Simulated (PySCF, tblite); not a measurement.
# C₅H₁₄B₂Si: geometry, infrared bands and NMR shifts

Aim: predict the infrared bands and NMR shifts of C₅H₁₄B₂Si (`BCB(C[SiH3])C(=C)C`).

Programs: tblite 0.8.0 and PySCF 2.14.0, with density-fitted response routines of our own. Each step states its level of theory. These are calculated values for one molecule in the gas phase, unless marked as measured. Atoms count from 0, in the outputs and in this text.

**1. Starting geometry**

22 atoms, charge 0, multiplicity 1; geometry from: force field or distance geometry start.

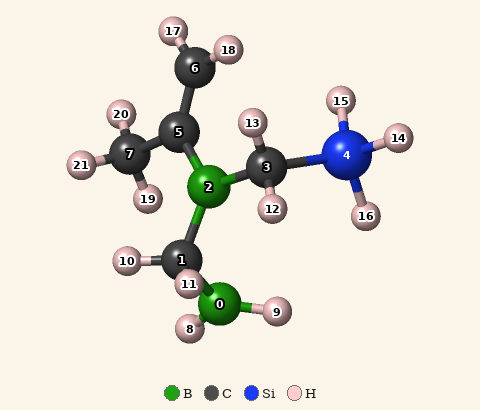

The starting geometry (boron green, carbon dark grey, silicon blue, hydrogen pink), atoms numbered.

**2. Relaxing the molecule with GFN2-xTB**

What the job is given:

```
{"job": {"kind": "relax", "xc": "GFN2-xTB", "basis": "xTB"}, "charge": 0, "multiplicity": 1}
B      1.670200    -1.809200     0.905900
C      0.925800    -0.643600     1.702400
B      0.118800     0.289500     0.713100
C      0.825400     1.628800     0.160200
Si     1.267000     1.437600    -1.633600
C     -1.382500    -0.094700     0.274100
C     -2.145200     0.768600    -0.416700
C     -1.951100    -1.410600     0.718700
H      1.414900    -2.940500     1.138400
H      2.468400    -1.543400     0.093400
H      0.247100    -1.087600     2.469100
H      1.696600    -0.056600     2.247500
H      1.761900     1.800800     0.739100
H      0.173300     2.501400     0.313900
H      1.922900     2.678200    -2.102400
H      0.055600     1.206500    -2.430300
H      2.189000     0.308100    -1.806700
H     -3.167900     0.504700    -0.680800
H     -1.786900     1.743800    -0.715200
H     -1.234500    -2.235000     0.517300
H     -2.900600    -1.647700     0.176200
H     -2.178600    -1.379900     1.803300
```

Run with:

```sh
$ OMP_NUM_THREADS=1 python probes_run.py task.json out
```

One launch serves the whole session: the jobs run in the order shown.

Log:

```text
step      E/eV     max force
  0    -597.99257    1.776
  1    -598.09601    0.704
  2    -598.12570    0.405
  3    -598.13721    0.278
  4    -598.14426    0.187
  5    -598.14801    0.121
  6    -598.15143    0.131
  7    -598.15592    0.205
  8    -598.15931    0.161
  9    -598.16115    0.078
 10    -598.16243    0.084
 11    -598.16398    0.125
 12    -598.16562    0.149
 13    -598.16716    0.112
 14    -598.16855    0.087
 15    -598.16995    0.098
 16    -598.17140    0.122
 17    -598.17262    0.093
 18    -598.17347    0.067
 19    -598.17420    0.070
 20    -598.17505    0.096
 21    -598.17601    0.094
 22    -598.17706    0.079
 23    -598.17822    0.085
 24    -598.17962    0.118
 25    -598.18144    0.151
 26    -598.18348    0.119
 27    -598.18537    0.129
 28    -598.18712    0.103
 29    -598.18878    0.136
 30    -598.19026    0.121
 31    -598.19151    0.088
 32    -598.19257    0.079
 33    -598.19356    0.087
 34    -598.19463    0.120
 35    -598.19587    0.106
 36    -598.19733    0.084
 37    -598.19811    0.076
 38    -598.19893    0.075
 39    -598.19957    0.052
 40    -598.20008    0.054
 41    -598.20053    0.056
 42    -598.20103    0.062
 43    -598.20159    0.051
 44    -598.20211    0.060
 45    -598.20260    0.060
 46    -598.20305    0.075
 47    -598.20360    0.061
 48    -598.20419    0.050
 49    -598.20476    0.046
 50    -598.20524    0.053
 51    -598.20570    0.052
 52    -598.20619    0.048
 53    -598.20668    0.048
 54    -598.20713    0.051
 55    -598.20754    0.055
 56    -598.20794    0.060
 57    -598.20838    0.044
 58    -598.20883    0.044
 59    -598.20925    0.051
 60    -598.20970    0.064
 61    -598.21029    0.065
 62    -598.21090    0.071
 63    -598.21147    0.051
 64    -598.21191    0.039
 65    -598.21227    0.068
 66    -598.21256    0.057
 67    -598.21293    0.066
 68    -598.21334    0.038
 69    -598.21354    0.038
 70    -598.21372    0.028
 71    -598.21387    0.035
 72    -598.21404    0.034
 73    -598.21419    0.027
 74    -598.21434    0.034
 75    -598.21448    0.037
 76    -598.21463    0.036
 77    -598.21478    0.029
 78    -598.21490    0.023
 79    -598.21500    0.020
 80    -598.21510    0.027
 81    -598.21523    0.030
 82    -598.21540    0.030
 83    -598.21560    0.032
 84    -598.21580    0.035
 85    -598.21600    0.031
 86    -598.21617    0.023
 87    -598.21629    0.022
 88    -598.21639    0.024
 89    -598.21649    0.028
 90    -598.21662    0.026
 91    -598.21677    0.023
 92    -598.21689    0.019
 93    -598.21695    0.015
 94    -598.21698    0.013
 95    -598.21702    0.012
 96    -598.21706    0.012
 97    -598.21710    0.014
 98    -598.21715    0.014
 99    -598.21719    0.016
100    -598.21724    0.015
101    -598.21728    0.016
102    -598.21733    0.018
103    -598.21740    0.016
104    -598.21747    0.016
105    -598.21753    0.015
106    -598.21757    0.014
107    -598.21762    0.016
108    -598.21769    0.020
109    -598.21775    0.015
110    -598.21781    0.016
111    -598.21786    0.013
112    -598.21791    0.015
113    -598.21797    0.013
114    -598.21800    0.011
115    -598.21803    0.009
```

Run time: 0.62 s. Hardware: 1 thread of AMD EPYC 9R45, shared host.

Along the way: (not every step is listed)

```tsv
step	energy from step 0 (eV)	largest force (eV/Å)
0	0.0000	1.7756
1	-0.1034	0.7037
2	-0.1331	0.4054
3	-0.1446	0.2781
4	-0.1517	0.1869
5	-0.1554	0.1214
6	-0.1589	0.1310
7	-0.1634	0.2051
8	-0.1667	0.1607
18	-0.1809	0.0668
28	-0.1946	0.1027
38	-0.2064	0.0749
48	-0.2116	0.0505
58	-0.2163	0.0436
68	-0.2208	0.0378
78	-0.2223	0.0228
88	-0.2238	0.0245
98	-0.2246	0.0138
108	-0.2251	0.0204
110	-0.2252	0.0155
111	-0.2253	0.0125
112	-0.2253	0.0147
113	-0.2254	0.0133
114	-0.2254	0.0107
115	-0.2255	0.0095
```

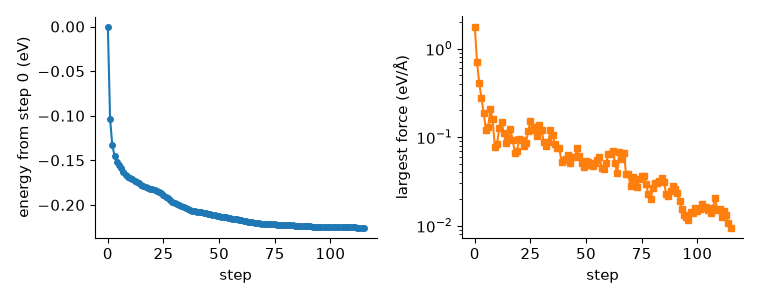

Energy and largest force along the relaxation.

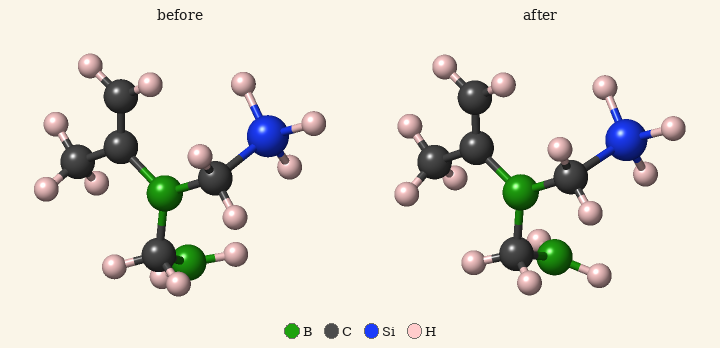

The geometry before (left) and after (right).

Close pairs (by a distance rule), those that changed most:

```tsv
bond	before (Å)	after (Å)	change (Å)
C3–Si4	1.857	1.911	+0.054
B2–C3	1.612	1.562	-0.050
B2–C5	1.611	1.569	-0.042
B0–C1	1.596	1.561	-0.035
C7–H20	1.119	1.088	-0.031
C1–H10	1.116	1.089	-0.027
C3–H12	1.114	1.091	-0.024
C7–H19	1.111	1.088	-0.023
```

The end geometry stands in the next job.

**3. Vibrational analysis with GFN2-xTB**

What the job is given:

```
{"job": {"kind": "ir", "xc": "GFN2-xTB", "basis": "xTB"}, "charge": 0, "multiplicity": 1}
B      1.748332    -1.590880     0.773225
C      0.906303    -0.658096     1.698678
B      0.065050     0.310265     0.753730
C      0.766316     1.579598     0.173079
Si     1.341750     1.248588    -1.618794
C     -1.413118    -0.048671     0.370437
C     -2.205277     0.790781    -0.299886
C     -1.967385    -1.391747     0.769614
H      1.261983    -2.539969     0.287244
H      2.874002    -1.358011     0.548833
H      0.226658    -1.241703     2.317338
H      1.546999    -0.065158     2.350712
H      1.646918     1.875076     0.744495
H      0.113584     2.451655     0.130916
H      2.036016     2.451001    -2.098693
H      0.188258     0.991488    -2.485459
H      2.259166     0.110896    -1.689799
H     -3.220483     0.535100    -0.568280
H     -1.878728     1.770023    -0.606654
H     -1.300695    -2.186077     0.441179
H     -2.953557    -1.558574     0.340718
H     -2.052505    -1.456200     1.854162
```

Log:

```text
mode    cm-1     km/mol
  1     -13.3      0.02
  2      64.0      0.24
  3      72.9      0.11
  4      86.0      0.30
  5     108.7      0.15
  6     169.0      0.24
  7     177.2      0.27
  8     220.7      0.47
  9     244.9      0.27
 10     308.8      0.58
 11     316.5      0.51
 12     389.6      2.70
 13     427.8      0.95
 14     509.7     29.43
 15     529.6     25.21
 16     546.1     18.28
 17     640.8      7.06
 18     674.5     10.89
 19     716.5      3.26
 20     734.0     17.38
 21     752.3     16.14
 22     785.8    168.32
 23     791.5    347.02
 24     794.6    294.56
 25     828.1     89.41
 26     897.9      4.28
 27     914.9     20.55
 28     946.4     68.06
 29     976.8     57.80
 30     992.1     48.90
 31    1016.1     99.56
 32    1034.5      2.05
 33    1046.3    155.45
 34    1087.2     43.30
 35    1093.1    249.78
 36    1137.2    142.58
 37    1142.9     66.36
 38    1214.0    123.40
 39    1266.9     56.29
 40    1395.2      1.45
 41    1421.6      7.48
 42    1471.1      1.37
 43    1478.8      1.67
 44    1485.6      3.44
 45    1502.0      4.44
 46    1653.0     27.98
 47    2219.2    370.25
 48    2249.6    299.85
 49    2271.5    226.26
 50    2617.8    121.65
 51    2641.8    155.69
 52    2972.6     34.51
 53    2986.0     12.98
 54    2991.8     73.65
 55    2999.4      6.51
 56    3002.4     47.11
 57    3024.0     38.45
 58    3032.9     19.66
 59    3064.1     58.28
 60    3114.0     44.31
```

Wall time 0.66 s (1 thread of AMD EPYC 9R45, shared host).

Which atoms move in the most intense modes:

```tsv
cm⁻¹	km/mol	atoms
786	168.3	H14 49 %, H15 31 %
792	347.0	H16 39 %, H15 36 %, H14 12 %
795	294.6	H16 41 %, H14 31 %, H15 22 %
1093	249.8	H13 28 %, B2 25 %, C1 18 %
2219	370.2	H14 96 %
2250	299.9	H15 94 %
2272	226.3	H16 95 %
2642	155.7	H9 58 %, H8 31 %, B0 11 %
```

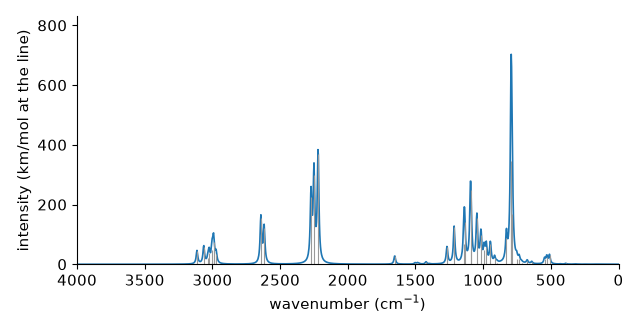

The infrared spectrum from these modes, unscaled. Lines are broadened to a width of 14 cm⁻¹ (Lorentzian).

**4. Nuclear shieldings: PBE0/pcSseg-1**

Settings changed since step 3:

```diff
@@ -1,2 +1,2 @@
-{"job": {"kind": "ir", "xc": "GFN2-xTB", "basis": "xTB"}, "charge": 0, "multiplicity": 1}
+{"job": {"kind": "nmr", "xc": "PBE0", "basis": "pcSseg-1"}, "charge": 0, "multiplicity": 1}
 B      1.748332    -1.590880     0.773225
```

Method: GIAO PBE0/pcSseg-1 NMR shielding, non-relativistic, gas phase.

Log:

```text
coarse grid: 17912 points
cycle   1  E = -537.5125517259  dE =  4.779e-01  |g| = 5.225e-01  |ddm| = 4.032e+00
cycle   2  E = -537.4952495833  dE =  1.730e-02  |g| = 5.788e-01  |ddm| = 1.007e+00
cycle   3  E = -537.5852243497  dE = -8.997e-02  |g| = 8.066e-02  |ddm| = 6.196e-01
cycle   4  E = -537.5865566353  dE = -1.332e-03  |g| = 4.404e-02  |ddm| = 1.090e-01
cycle   5  E = -537.5870557467  dE = -4.991e-04  |g| = 8.289e-03  |ddm| = 3.955e-02
cycle   6  E = -537.5870737704  dE = -1.802e-05  |g| = 2.592e-03  |ddm| = 1.014e-02
cycle   7  E = -537.5870755073  dE = -1.737e-06  |g| = 3.555e-04  |ddm| = 2.619e-03
final grid: 165592 points
cycle   8  E = -537.6306400668  dE = -6.342e-05  |g| = 9.279e-03  |ddm| = 4.124e-02
cycle   9  E = -537.6306354790  dE =  4.588e-06  |g| = 1.022e-02  |ddm| = 1.744e-02
cycle  10  E = -537.6306629517  dE = -2.747e-05  |g| = 7.735e-04  |ddm| = 9.340e-03
cycle  11  E = -537.6306630682  dE = -1.165e-07  |g| = 4.206e-04  |ddm| = 1.066e-03
cycle  12  E = -537.6306631143  dE = -4.610e-08  |g| = 9.088e-05  |ddm| = 3.894e-04
cycle  13  E = -537.6306631163  dE = -2.017e-09  |g| = 2.864e-05  |ddm| = 9.750e-05
cycle  14  E = -537.6306631165  dE = -2.134e-10  |g| = 4.705e-06  |ddm| = 3.249e-05
converged SCF energy = -537.6306631165

GIAO shielding tensors (ppm)
atom      isotropic    diamagn.    paramagn.     s11        s22        s33       span
  0 B       16.450     193.100    -176.650    -59.453    -25.538    134.341    193.794
  1 C      132.379     257.601    -125.222     54.612    145.986    196.539    141.927
  2 B       29.163     191.504    -162.340    -27.842      4.865    110.466    138.307
  3 C      171.608     260.347     -88.738    147.453    178.730    188.642     41.189
  4 Si     430.321     881.218    -450.897    372.224    448.868    469.871     97.647
  5 C       30.428     262.166    -231.738    -90.545      2.893    178.936    269.481
  6 C       45.102     255.630    -210.527    -66.227     54.131    147.403    213.630
  7 C      159.355     248.192     -88.837    143.028    151.528    183.511     40.483
  8 H       23.998      31.026      -7.028     16.124     26.913     28.957     12.833
  9 H       23.699      30.711      -7.012     15.909     26.015     29.173     13.264
 10 H       28.354      33.402      -5.048     24.485     29.287     31.289      6.804
 11 H       28.399      32.417      -4.018     25.509     27.809     31.878      6.370
 12 H       30.526      33.384      -2.858     26.703     28.935     35.939      9.236
 13 H       30.057      33.989      -3.931     26.379     28.329     35.465      9.086
 14 H       27.704      29.097      -1.392     24.443     25.096     33.574      9.131
 15 H       28.315      30.969      -2.654     24.395     27.704     32.848      8.453
 16 H       28.223      30.502      -2.278     24.315     27.546     32.808      8.493
 17 H       25.364      31.739      -6.374     22.611     24.825     28.656      6.045
 18 H       25.559      34.495      -8.936     22.697     24.544     29.435      6.738
 19 H       29.115      31.761      -2.645     25.063     28.400     33.883      8.820
 20 H       29.762      30.470      -0.708     26.021     28.931     34.334      8.313
 21 H       29.110      29.844      -0.734     25.527     28.028     33.775      8.248
```

Run time: 32 s. Hardware: 1 thread of AMD EPYC 9R45, shared host; peak memory 1.1 GiB.

The references, computed at this level on geometries of the same kind, shield at (ppm): ¹H TMS 31.72, ¹³C TMS 186.9, ²⁹Si TMS 349.2, ¹¹B BF3·OEt2 100.1. Their shielding less the atom's gives the shift. The references are single molecules in the gas phase. Atoms listed in one row are averaged.

```tsv
atoms	environment	σ (ppm)	δ (ppm)	δ scaled to CDCl3
C5	fully substituted alkene carbon	30.4	156.5	150.8
C6	terminal =CH2 carbon	45.1	141.8	136.5
C1	sp3 CH2 bonded to 2 B	132.4	54.5	51.3
C7	allylic methyl carbon	159.4	27.6	25.0
C3	sp3 CH2 bonded to B and Si	171.6	15.3	13.0
H8, H9	hydrogen on a boron bonded to C	23.85	7.87	–
H17	hydrogen on a terminal =CH2 carbon	25.36	6.35	6.09
H18	hydrogen on a terminal =CH2 carbon	25.56	6.16	5.91
H14, H15, H16	hydrogen on a silicon bonded to C	28.08	3.64	–
H10, H11	hydrogen on an sp3 CH2 bonded to 2 B	28.38	3.34	3.25
H19, H20, H21	hydrogen on an allylic methyl carbon	29.33	2.39	2.36
H12, H13	hydrogen on an sp3 CH2 bonded to B and Si	30.29	1.43	1.45
B0	boron bonded to C, 2 H	16.5	83.6	–
B2	boron bonded to 3 C	29.2	70.9	–
Si4	silicon bonded to C, 3 H	430.3	-81.2	–
```

The scaled column applies a straight-line fit of computed shieldings to shifts measured in CDCl3 (root-mean-square error 0.16 ppm for H, 1.9 ppm for C).

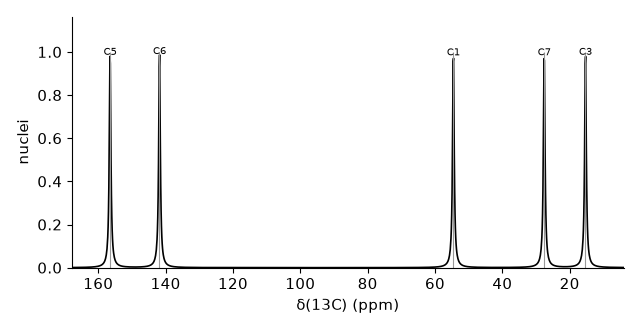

¹³C lines at the computed shifts, without couplings. Lines are broadened to a width of 0.56 ppm (Lorentzian).

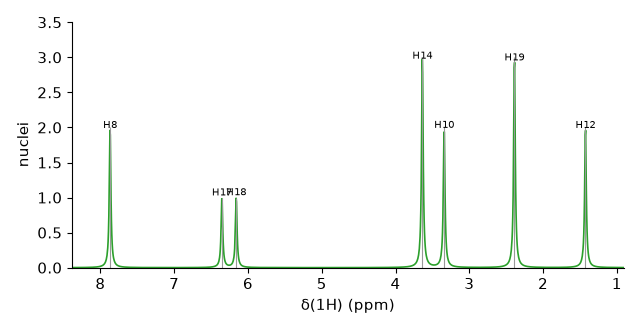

¹H lines at the computed shifts, without couplings. Lines are broadened to a width of 0.03 ppm (Lorentzian).

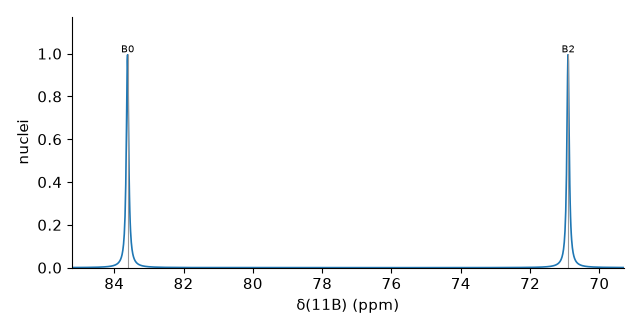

¹¹B lines at the computed shifts, without couplings. Lines are broadened to a width of 0.08 ppm (Lorentzian).

Charges from the same density, by scheme (e):

```tsv
atoms	Mulliken	IAO	Hirshfeld	ESP fit
B0	0.11	0.06	0.15	0.29
C1	-0.59	-0.53	-0.21	-0.31
B2	0.54	0.28	0.18	0.16
C3	-0.73	-0.66	-0.22	-0.48
Si4	0.46	0.62	0.32	0.41
C5	-0.54	-0.10	-0.06	0.28
C6	-0.07	-0.26	-0.07	-0.56
C7	-0.19	-0.41	-0.12	-0.58
```

Hirshfeld charges:

B0 0.15; C1 -0.21; B2 0.18; C3 -0.22; Si4 0.32; C5 -0.06; C6 -0.07; C7 -0.12; H8 -0.06; H9 -0.06; H10 0.04; H11 0.04; H12 0.04; H13 0.04; H14 -0.08; H15 -0.08; H16 -0.07; H17 0.05; H18 0.04; H19 0.04; H20 0.04; H21 0.04

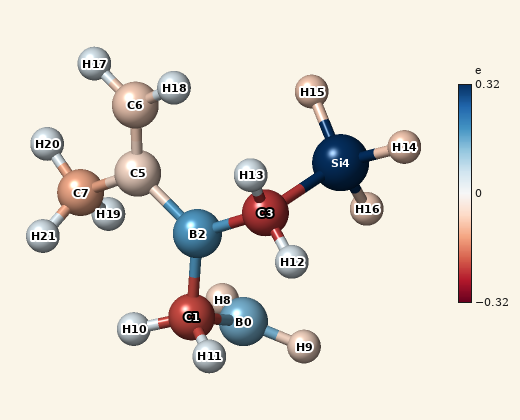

Hirshfeld charges, as colours on the atoms.

Mayer bond orders: B0–C1 1.01, C1–B2 1.01, B2–C3 1.06, C3–Si4 0.88, B2–C5 0.90, C5–C6 1.95, C5–C7 1.07.

The fields below are evaluated on a grid from the run's orbitals.

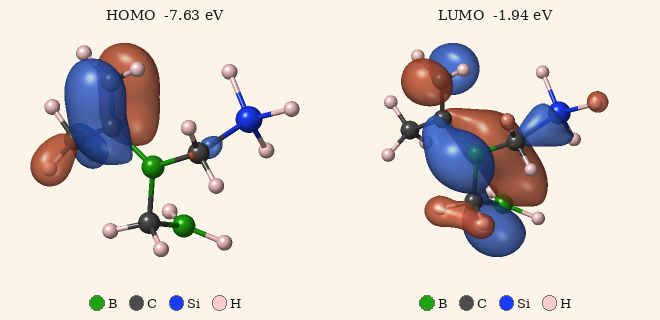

PBE0/pcSseg-1 orbitals near the gap, drawn at the value that encloses 70 % of each; the two colours are the two signs.

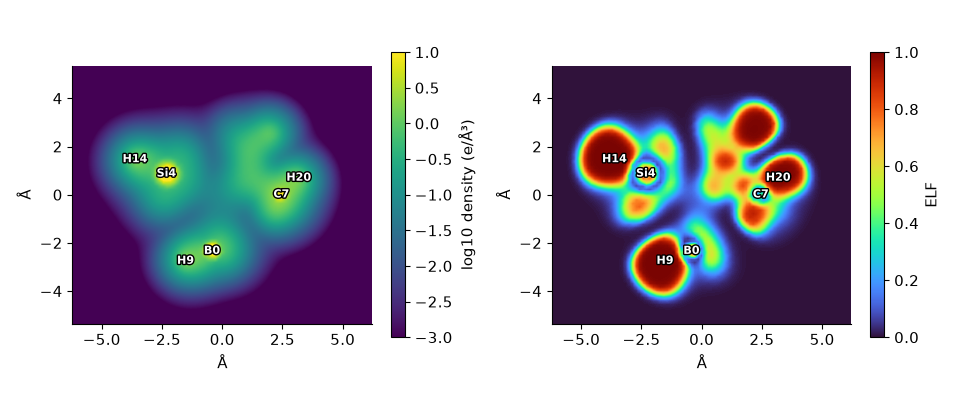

Density (left) and ELF (right) in a plane through or near 6 of the atoms.

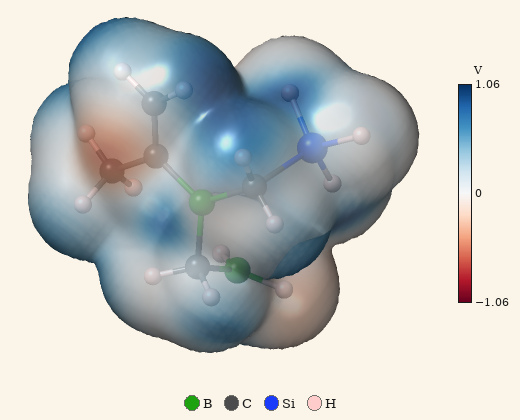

Electrostatic potential on the surface of density 0.002 e/bohr³; red is low, blue high. It runs, from the 1st to the 99th percentile, from -0.46 V near C6 to 1.06 V near B0.

**5. Results**

```
                                                              quantity                                         value
                             strongest single infrared mode (GFN2-xTB)                         2219 cm⁻¹, 370 km/mol
                                          zero-point energy (GFN2-xTB)                                107.6 kcal/mol
                                ¹³C shifts against TMS (PBE0/pcSseg-1)            156.5, 141.8, 54.5, 27.6, 15.3 ppm
¹H shifts against TMS (PBE0/pcSseg-1, means over atoms taken as alike)  7.87, 6.35, 6.16, 3.64, 3.34, 2.39, 1.43 ppm
                           ¹¹B shifts against BF3·OEt2 (PBE0/pcSseg-1)                                83.6, 70.9 ppm
                               ²⁹Si shifts against TMS (PBE0/pcSseg-1)                                     -81.2 ppm
                                 surface potential, 1st and 99th percentile                            -0.46 V and 1.06 V
```

What this shows: Over 115 steps the energy fell by 0.225 eV; of the close pairs, C3–Si4 changed most, 1.857 to 1.911 Å. The lowest mode is slightly imaginary (13i cm⁻¹), a soft motion within the noise of the Hessian, so the minimum is not strictly shown. The strongest single mode, at 2219 cm⁻¹, moves mainly H14. GFN2-xTB is a fitted tight-binding method: band positions and strengths are rough. Its intensities can rank the bands wrongly. C5 (fully substituted alkene carbon) lies farthest downfield among carbon, at 156.5 ppm; the olefinic region. At PBE0/pcSseg-1: The widest tensor belongs to C5: span 269 ppm, with a paramagnetic part of -232 ppm. At PBE0/pcSseg-1, counted by nearest atom on the grid, the HOMO lies on C5, C6 about 34 % each, the LUMO on B2 27 %; B0 20 %.
